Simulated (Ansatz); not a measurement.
Geometry relaxation, with input and output: Si$_{4}$H$_{10}$

Si$_{4}$H$_{10}$, SMILES [SiH3][SiH]([SiH3])[SiH3], computed with RKS PBE-D4/def2-SVP (Ansatz 0.2.0).

The geometry: force-field start. Figures and captions count atoms from 1; the log counts them from 0 in places.

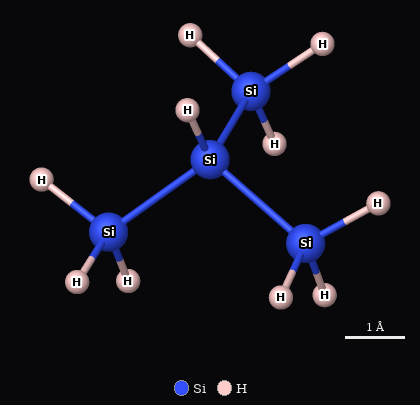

**Figure 1.** The starting structure (ball-and-stick view, seen at a tilt). Bond lengths as drawn: H–Si 1.42 to 1.56 Å and Si–Si 2.23 to 2.30 Å.

Results in brief

- outcome: converged
- total energy: −31646.4698 eV
- mean-field energy: −31646.1013 eV
- dispersion energy: −0.3685 eV
- SCF solution under orbital rotations: stable
- largest force (length of the vector) at the end: 0.008 eV/Å
- dipole moment: 0.12 D
- hardware: 4 threads of Arm Neoverse V2, 23 GiB of memory available, shared host
- wall time: 6.5 s (CPU time 23 s)
- peak memory: 0.17 GiB

Input file
```yaml
crystal:
  periodic: [false, false, false]
  atoms:
    - {symbol: Si, position_ang: [-1.388300, 0.482000, -1.449400]}
    - {symbol: Si, position_ang: [-0.530900, -0.061600, 0.540000]}
    - {symbol: Si, position_ang: [1.027700, 1.502400, 1.002400]}
    - {symbol: Si, position_ang: [0.644000, -2.013800, 0.204200]}
    - {symbol: H, position_ang: [-2.436700, -0.489900, -1.907800]}
    - {symbol: H, position_ang: [-2.115000, 1.860600, -1.357800]}
    - {symbol: H, position_ang: [-0.357400, 0.622000, -2.500700]}
    - {symbol: H, position_ang: [-1.519300, -0.145800, 1.614100]}
    - {symbol: H, position_ang: [2.066800, 1.591100, -0.034800]}
    - {symbol: H, position_ang: [1.765700, 1.157400, 2.302400]}
    - {symbol: H, position_ang: [0.428600, 2.841000, 1.198100]}
    - {symbol: H, position_ang: [1.281100, -2.440700, 1.469100]}
    - {symbol: H, position_ang: [1.533200, -1.853800, -0.884900]}
    - {symbol: H, position_ang: [-0.412500, -3.080000, -0.166000]}
basis:
  gaussian: {orbitals: def2-SVP}
hamiltonian: {xc: pbe, dispersion: d4}
relax: {f_tol: 0.03, max_steps: 200}
```

Launched with:
```bash
ansatz run in.yaml --threads 4 --pin off --events-out ev --progress --plain --max-ram 10444MiB
```

What the program printed
```
Functional definition: PBE
  name "PBE"
  cite "Perdew, Burke & Ernzerhof, Phys. Rev. Lett. 77, 3865 (1996) doi:10.1103/PhysRevLett.77.3865"
  parent pbe
  parameter kappa = 0.804
  parameter beta = 0.06672455060314922
  exchange = pbe_x(kappa = kappa, mu = beta*pi^2/3)
  correlation = pbe_c(beta = beta)
1364 factors; their error is unknown
mean field evaluation 1: about -31644.2466 eV, gradient 1.8e1 eV
mean field evaluation 2: about -31645.5778 eV, gradient 7.4e0 eV
mean field evaluation 4: about -31645.8204 eV, gradient 4.8e-1 eV
mean field evaluation 8: about -31645.6928 eV, gradient 3.4e-2 eV
mean field -31645.69278113 eV, -1162.9577594857 hartree, gradient 3.4e-5 eV, S^2 0.000000; 0 other end points of the search recorded, 0 dependent functions left out
the calculation of the forces begins
reference -31645.69282552 eV, -1162.9577611169 hartree; 33, 33 occupied and 89, 89 virtual orbitals, 1364 factors
relax step   1: F+E_penalty+E_count = -31646.08246692 eV  Δ(F+E_penalty+E_count) = +0.000e0 eV  max|allowed force component| = 1.970e0 eV/Å  Δτ_max = 0.0000 Å  (23 SCF iters, accepted)
these checks for a lower state are left out or cut short: starts, cluster_reference, orbital_swaps, neighbouring_geometries, increment
1364 factors; their error is unknown
mean field evaluation 16: about -31646.1902 eV, gradient 1.2e-1 eV
mean field -31646.05755796 eV, -1162.9711647869 hartree, gradient 1.9e-5 eV, S^2 0.000000; 0 other end points of the search recorded, 0 dependent functions left out
the calculation of the forces begins
reference -31646.05760336 eV, -1162.9711664554 hartree; 33, 33 occupied and 89, 89 virtual orbitals, 1364 factors
relax step   2: F+E_penalty+E_count = -31646.42860099 eV  Δ(F+E_penalty+E_count) = -3.461e-1 eV  max|allowed force component| = 5.094e-1 eV/Å  Δτ_max = 0.1606 Å  (25 SCF iters, accepted)
these checks for a lower state are left out or cut short: starts, cluster_reference, orbital_swaps, neighbouring_geometries, increment
1364 factors; their error is unknown
mean field -31646.10080496 eV, -1162.9727540846 hartree, gradient 1.3e-5 eV, S^2 0.000000; 0 other end points of the search recorded, 0 dependent functions left out
the calculation of the forces begins
reference -31646.10085042 eV, -1162.9727557555 hartree; 33, 33 occupied and 89, 89 virtual orbitals, 1364 factors
relax step   3: F+E_penalty+E_count = -31646.46916188 eV  Δ(F+E_penalty+E_count) = -4.056e-2 eV  max|allowed force component| = 7.567e-2 eV/Å  Δτ_max = 0.0935 Å  (26 SCF iters, accepted)
these checks for a lower state are left out or cut short: starts, cluster_reference, orbital_swaps, neighbouring_geometries, increment
1364 factors; their error is unknown
mean field evaluation 32: about -31646.1012 eV, gradient 4.6e-4 eV
mean field -31646.10122732 eV, -1162.9727696061 hartree, gradient 1.7e-5 eV, S^2 0.000000; 0 other end points of the search recorded, 0 dependent functions left out
the calculation of the forces begins
reference -31646.10127278 eV, -1162.9727712766 hartree; 33, 33 occupied and 89, 89 virtual orbitals, 1364 factors
relax step   4: F+E_penalty+E_count = -31646.46971830 eV  Δ(F+E_penalty+E_count) = -5.564e-4 eV  max|allowed force component| = 5.637e-3 eV/Å  Δτ_max = 0.0095 Å  (20 SCF iters, accepted)
```

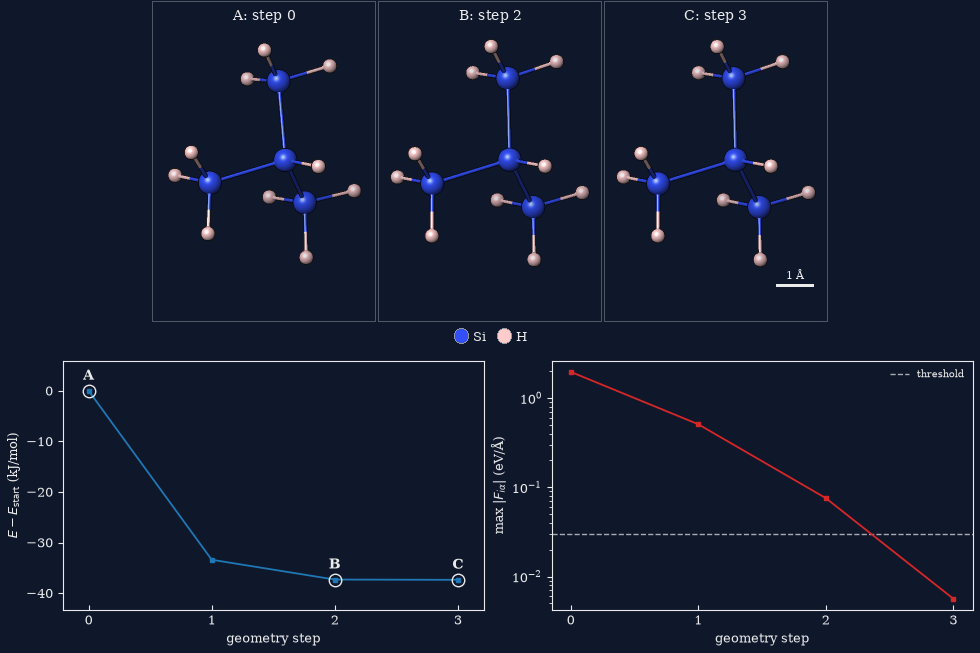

**Figure 2.** Frames of the relaxation (ball-and-stick view, seen at a tilt) above the curves, on which the letters mark them (the first geometry is step 0 here and step 1 in the log).

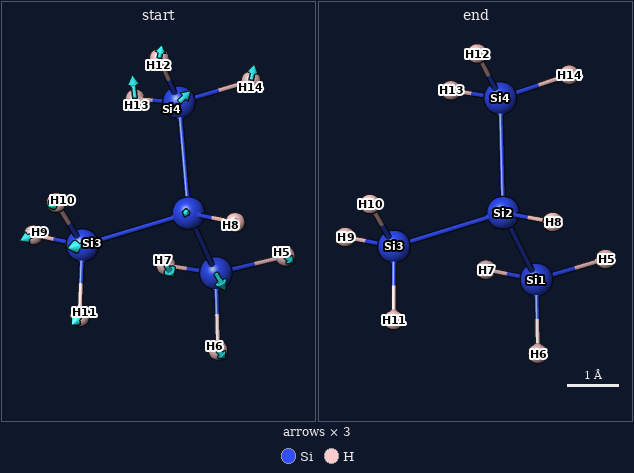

**Figure 3.** Before (left) and after (right) the relaxation, at one scale (ball-and-stick view, seen at a tilt). The teal arrows give the displacements, magnified 3 times. Over 3 geometry steps the energy falls by 37.4 kJ/mol. The largest force component goes from 2 to 0.0056 eV/Å. The atom that moves furthest after the best rigid fit is H13 (0.17 Å). Largest moves by element: H 0.17 Å, Si 0.16 Å. Distances before and after: Si1–Si2 2.233 → 2.352 Å, Si2–Si3 2.256 → 2.352 Å, Si4–H13 1.415 → 1.506 Å, Si1–H6 1.561 → 1.506 Å. Among the angles that change: H12–Si4–H13 114.8° → 108.7°, Si2–Si4–H14 105.7° → 110.8°, Si1–Si2–H8 114.1° → 109.8°. (Atoms are counted from 1 in the order of the input.)

```
1364 factors; their error is unknown
mean field -31646.10122732 eV, -1162.9727696061 hartree, gradient 1.7e-5 eV, S^2 0.000000; 1 other end points of the search recorded, 0 dependent functions left out
the calculation of the forces begins
reference -31646.10127278 eV, -1162.9727712766 hartree; 33, 33 occupied and 89, 89 virtual orbitals, 1364 factors
Total energy: -31646.46976376 eV, -1162.9863130704 hartree
Atom 0 at    -1.501461     0.554767    -1.527041 Å, force    -0.000725     0.000413     0.000876 eV/Å
Atom 1 at    -0.481718    -0.053183     0.503757 Å, force     0.004980     0.000902    -0.005637 eV/Å
Atom 2 at     1.104807     1.582919     1.086539 Å, force    -0.001520     0.000277     0.000194 eV/Å
Atom 3 at     0.602657    -2.122666     0.230595 Å, force    -0.001327    -0.000220     0.001121 eV/Å
Atom 4 at    -2.511922    -0.477979    -1.951740 Å, force     0.001159     0.001142     0.000274 eV/Å
Atom 5 at    -2.191319     1.887640    -1.402636 Å, force     0.000192    -0.001152    -0.001137 eV/Å
Atom 6 at    -0.441790     0.658449    -2.592236 Å, force    -0.001556     0.000025     0.000151 eV/Å
Atom 7 at    -1.525534    -0.161578     1.588266 Å, force    -0.004240    -0.000859     0.004741 eV/Å
Atom 8 at     2.133838     1.677763    -0.009055 Å, force    -0.000443     0.000013     0.000957 eV/Å
Atom 9 at     1.801508     1.222123     2.371922 Å, force     0.000020     0.000309    -0.000772 eV/Å
Atom 10 at     0.449774     2.929137     1.249860 Å, force     0.002052    -0.000916    -0.000107 eV/Å
Atom 11 at     1.304587    -2.533745     1.497973 Å, force    -0.000675     0.000383    -0.001290 eV/Å
Atom 12 at     1.625661    -1.996091    -0.867416 Å, force     0.000103    -0.000592     0.001082 eV/Å
Atom 13 at    -0.382088    -3.196657    -0.149887 Å, force     0.001980     0.000276    -0.000452 eV/Å
Dipole moment:    -0.016563    -0.002136     0.018081 e Å
```

Trajectory as extended XYZ (Å, eV, eV/Å), 4 frames, from step=1 to step=4
```
14
Properties=species:S:1:pos:R:3:forces:R:3 step=1 energy=-31646.08247
Si   -1.3883    0.4820   -1.4494   -1.5760   1.2164  -0.8334
Si   -0.5309   -0.0616    0.5400    0.4710  -0.4941   0.2167
Si    1.0277    1.5024    1.0024    0.7781   0.3689   1.2528
Si    0.6440   -2.0138    0.2042   -1.9699  -1.0074   0.9698
H    -2.4367   -0.4899   -1.9078   -0.0028  -0.1376  -0.0672
H    -2.1150    1.8606   -1.3578    0.3754  -0.6336  -0.0382
H    -0.3574    0.6220   -2.5007    0.4160  -0.0524  -0.2589
H    -1.5193   -0.1458    1.6141   -0.5729  -0.0941   0.5479
H     2.0668    1.5911   -0.0348    0.3554  -0.0106  -0.5641
H     1.7657    1.1574    2.3024   -0.2113   0.0535  -0.3030
H     0.4286    2.8410    1.1981   -0.1948   0.4665   0.0082
H     1.2811   -2.4407    1.4691    0.3897  -0.1604   0.2803
H     1.5332   -1.8538   -0.8849    1.2570   0.1921  -1.2981
H    -0.4125   -3.0800   -0.1660    0.4850   0.2929   0.0871
14
Properties=species:S:1:pos:R:3:forces:R:3 step=2 energy=-31646.42860
Si   -1.4979    0.5473   -1.5002   -0.1720   0.2286  -0.2224
Si   -0.4795   -0.0446    0.5061   -0.0570  -0.2277   0.1622
Si    1.0792    1.5960    1.0798    0.2411  -0.0779   0.1993
Si    0.5975   -2.1230    0.2395   -0.5094  -0.1692   0.1929
H    -2.5034   -0.4698   -1.9761    0.0247  -0.0014   0.0514
H    -2.1810    1.9017   -1.4160    0.1036  -0.1933   0.0204
H    -0.3929    0.6341   -2.5123    0.0296   0.0300  -0.1312
H    -1.5104   -0.1672    1.5785   -0.2098   0.0006   0.2303
H     2.0781    1.6434   -0.0366    0.1270   0.0534  -0.0711
H     1.8006    1.2340    2.3624   -0.0734   0.0281  -0.1335
H     0.4744    2.9585    1.2436   -0.0972   0.0603  -0.0104
H     1.3217   -2.5695    1.4748    0.0543   0.0420   0.0959
H     1.5629   -1.9378   -0.8562    0.4640   0.0037  -0.4417
H    -0.3621   -3.2323   -0.1585    0.0746   0.2227   0.0580
14
Properties=species:S:1:pos:R:3:forces:R:3 step=3 energy=-31646.46916
Si   -1.4993    0.5547   -1.5257    0.0125  -0.0052   0.0094
Si   -0.4822   -0.0544    0.5067   -0.0635  -0.0051   0.0635
Si    1.1032    1.5849    1.0861   -0.0032  -0.0107  -0.0082
Si    0.6010   -2.1247    0.2307    0.0075   0.0156  -0.0102
H    -2.5083   -0.4758   -1.9540   -0.0174  -0.0173  -0.0026
H    -2.1870    1.8871   -1.4041   -0.0130   0.0209   0.0061
H    -0.4396    0.6584   -2.5896    0.0153  -0.0007  -0.0072
H    -1.5309   -0.1627    1.5960    0.0730   0.0077  -0.0757
H     2.1318    1.6824   -0.0086    0.0053  -0.0059  -0.0137
H     1.8025    1.2280    2.3694    0.0085  -0.0083   0.0224
H     0.4490    2.9301    1.2482   -0.0146   0.0166   0.0031
H     1.3078   -2.5390    1.4927    0.0058  -0.0015   0.0230
H     1.6212   -1.9998   -0.8696    0.0041   0.0077  -0.0061
H    -0.3822   -3.1983   -0.1491   -0.0203  -0.0138  -0.0038
14
Properties=species:S:1:pos:R:3:forces:R:3 step=4 energy=-31646.46972
Si   -1.5015    0.5548   -1.5270   -0.0007   0.0004   0.0009
Si   -0.4817   -0.0532    0.5038    0.0050   0.0009  -0.0056
Si    1.1048    1.5829    1.0865   -0.0015   0.0003   0.0002
Si    0.6027   -2.1227    0.2306   -0.0013  -0.0002   0.0011
H    -2.5119   -0.4780   -1.9517    0.0012   0.0011   0.0003
H    -2.1913    1.8876   -1.4026    0.0002  -0.0012  -0.0011
H    -0.4418    0.6584   -2.5922   -0.0016   0.0000   0.0002
H    -1.5255   -0.1616    1.5883   -0.0042  -0.0009   0.0047
H     2.1338    1.6778   -0.0091   -0.0004   0.0000   0.0010
H     1.8015    1.2221    2.3719    0.0000   0.0003  -0.0008
H     0.4498    2.9291    1.2499    0.0021  -0.0009  -0.0001
H     1.3046   -2.5337    1.4980   -0.0007   0.0004  -0.0013
H     1.6257   -1.9961   -0.8674    0.0001  -0.0006   0.0011
H    -0.3821   -3.1967   -0.1499    0.0020   0.0003  -0.0005
```

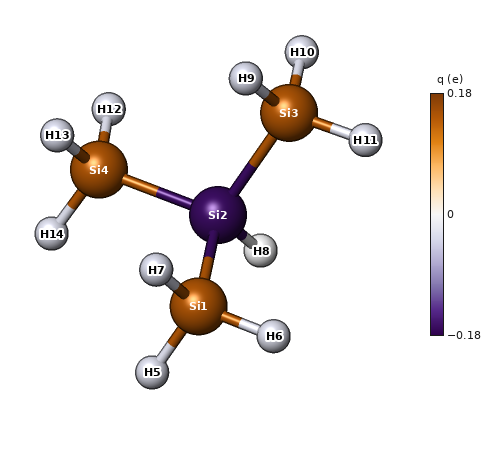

**Figure 4.** Mulliken charges, as the colour of each atom (ball-and-stick view, seen at a tilt; atoms are numbered from 1 in the order of the input; Mulliken charges depend strongly on the basis). By element: Si −0.17 to +0.15 and H −0.03 to 0.00 e.
